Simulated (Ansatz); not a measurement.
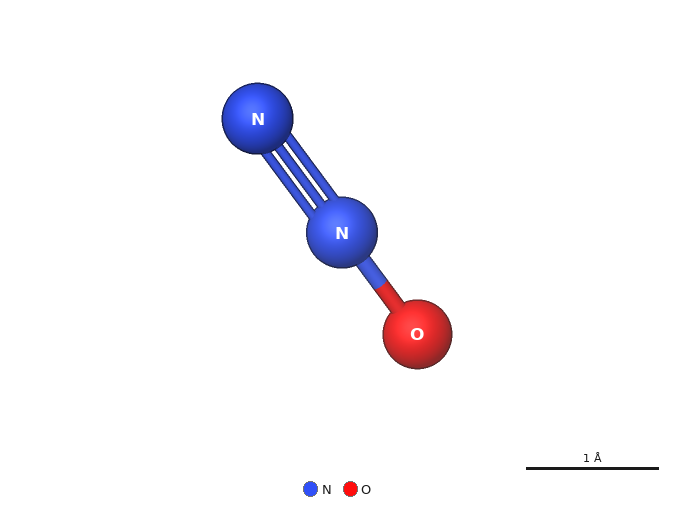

Simulated data, not a measurement (program: Ansatz).

Multiple sticks mark multiple bonds (one Kekulé form).

Geometry: relaxed with PBE0-D4/def2-TZVP with one coordinate held away from its value at the minimum.

Description:

The molecule is N2O. SMILES: `N#[N+][O-]`. All atoms lie on one line. Coordination: 1 N linear.
